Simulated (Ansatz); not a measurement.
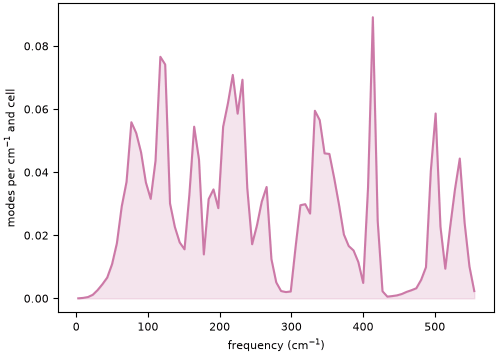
Figure. Phonon density of states of La$_{2}$O$_{3}$ (P-3m1, relaxed from the A-La2O3 type); finite displacements on a 6×6×2 mesh, Ansatz (an electronic-structure program), LDA functional, plane-wave PAW, k mesh 6×6×4

The cell was generated from a structure type, relaxed within its symmetry, and need not be the phase found at ambient conditions. Dynamical quadrupoles are not included in the interpolation of the phonons between the solved wave vectors.

**Question.** Where is the tallest peak, and is there a gap in the spectrum?

**Answer.** The tallest peak lies near 410 cm⁻¹. No clear gap shows at this resolution.

The PAW data sets were generated under PBE and serve the other functionals too.
